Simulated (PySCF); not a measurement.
SMILES S[SiH2][SiH2][SiH3] (H8SSi3) at its GFN2-xTB optimised geometry (Å):

```
12

Si     2.1019    -0.7947     0.0000
Si    -0.2199    -0.7947     0.0000
Si    -1.2330     1.2849     0.0000
S     -0.2862     2.3931    -1.6057
H      2.6208    -0.3844     1.3085
H      2.6650    -2.1170    -0.2849
H      2.6351     0.1342    -0.9952
H     -0.7549    -1.5632    -1.1354
H     -0.7713    -1.4853     1.1783
H     -1.0037     2.1170     1.1839
H     -2.6650     1.4029    -0.2836
H     -0.9364     3.5291    -1.4218
```

Method: PySCF with PBE0/def2-TZVP.

Map of the electrostatic potential (hartree/e), clipped to [-0.08, 0.12] on the plane z = 0.6 Å:

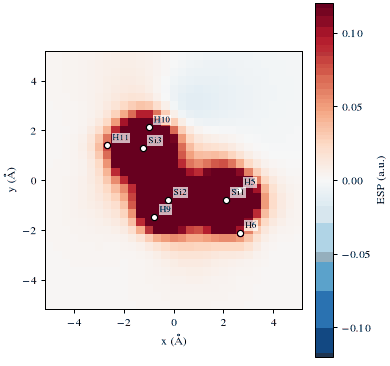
Electrostatic potential (hartree/e), clipped to [-0.08, 0.12] on the plane z = 0.6 Å.
